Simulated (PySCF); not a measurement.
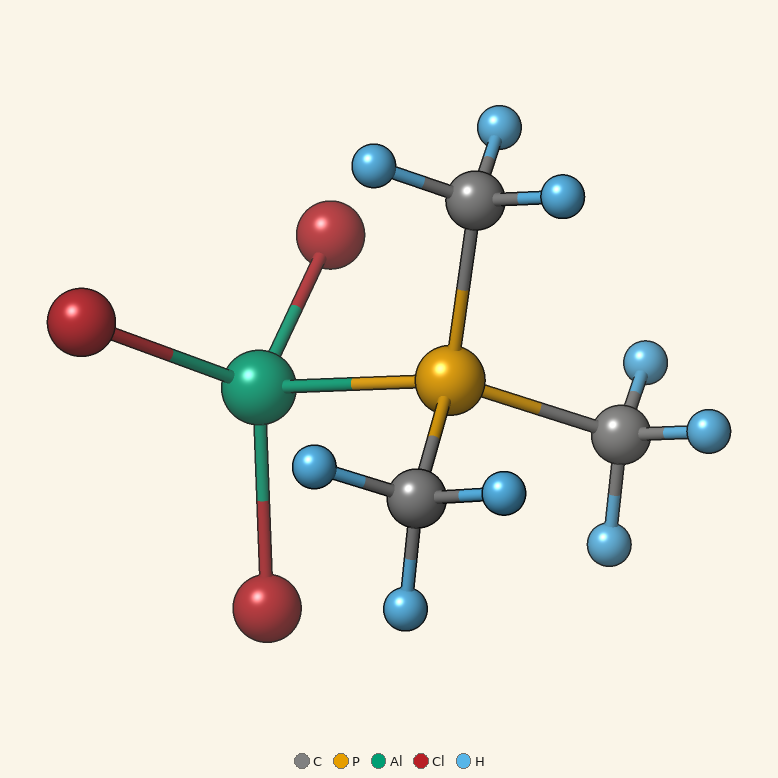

The computed structure is the end point of a PBE0-D3(BJ)/def2-SVP optimisation. No frequency run is at hand to confirm it as a minimum.

Draw it as a skeletal formula.

SMILES: C[P+](C)(C)[Al-]([Cl])([Cl])[Cl]

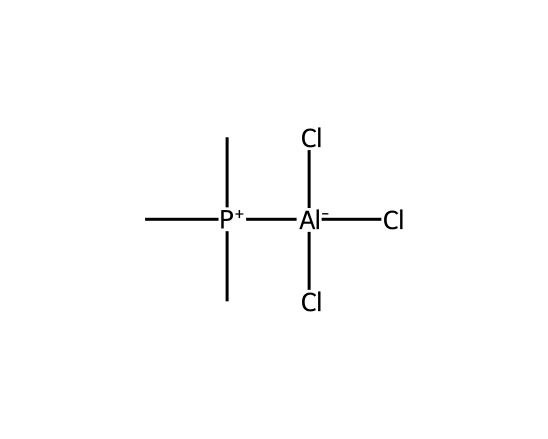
